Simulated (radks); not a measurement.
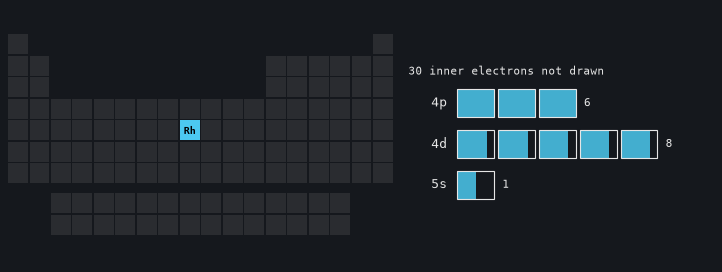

Figure 1. Left, the place of rhodium in the periodic table; right, the outer shells as the input fills them: a box for each of the 2l + 1 orbitals, shaded by the share of the shell that is filled, with the electron count at the right.

# Run report: Rh, atomic calculation

- system: Rh, configuration [Kr] 4d8 5s1.
- method: Dirac Kohn-Sham, PBE, spin-unpolarised, spherical densities, finite nucleus (radks)

### Input file
```
Z 45
configuration [Kr] 4d8 5s1
relativity Dirac
functional pbe,pbe
spin unpolarised
j_filling energy
nucleus finite rms 4.4945 fm
c 137.035999084
mesh_end 5
max_iterations 95
```

Energies in input and log are in hartree, lengths in bohr (the nuclear radius in fm).

Hardware: 1 thread of Intel Xeon, 149 GiB of memory available, shared host.

Launched within a batch (the task file carries these settings):
```bash
python <driver script> task.json out
```

### Output
```
1s1/2   1   2.0000        -846.07574978
2s1/2   1   2.0000        -122.55416593
2p1/2   1   2.0000        -113.46317650
2p3/2   1   4.0000        -108.14863073
3s1/2   1   2.0000         -21.82731873
3p1/2   1   2.0000         -18.26899014
3p3/2   1   4.0000         -17.35476266
3d3/2   1   4.0000         -11.05556858
3d5/2   1   6.0000         -10.87528159
4s1/2   1   2.0000          -2.94384878
4p1/2   1   2.0000          -1.86568850
4p3/2   1   4.0000          -1.72297741
4d3/2   1   4.0000          -0.14908735
4d5/2   1   4.0000          -0.13473654
5s1/2   1   1.0000          -0.04982513
Etot -4784.854344598861
Ekin 4988.8441347537455
Encl -11588.313666287318
Eh 1953.5230388306295
Exc -138.9078518959165
err 5.650226622522369e-09
it 14
```

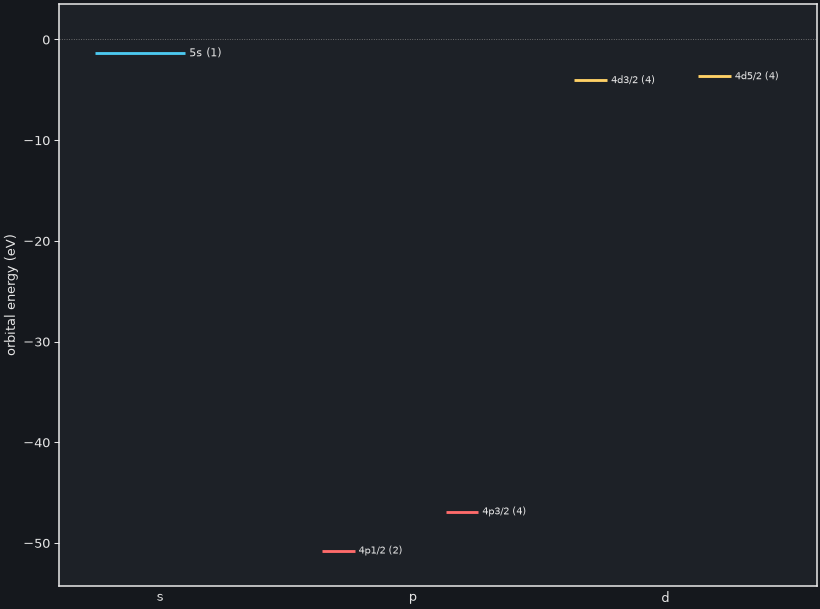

Figure 2. The outer levels are drawn by angular momentum (occupations in brackets, the lower j at the left of each column). They are the filled levels of this odd run. The highest occupied level is 5s at −1.36 eV. From the top down the occupied levels run 5s (−1.36 eV), 4d5/2 (−3.67 eV), 4d3/2 (−4.06 eV), 4p3/2 (−46.9 eV), 4p1/2 (−50.8 eV). Spin-orbit splittings: 4d 0.391 eV, 4p 3.88 eV.

### Outcome

```
                       quantity                value
                        outcome            converged
                   total energy   −4784.8543 hartree
                 kinetic energy    4988.8441 hartree
        electron–nucleus energy  −11588.3137 hartree
                 Hartree energy    1953.5230 hartree
    exchange–correlation energy  −138.907852 hartree
radius at density 0.001 e/bohr³            4.08 bohr
                 SCF iterations                   14
```

### What is odd here

A numerical setting was moved from its usual value: mesh end rmax = 5. The program ran to the end. Its total energy differs from that of the same run with the usual input (−4784.95260 hartree) by +0.098 hartree, so this setting spoils the energy.
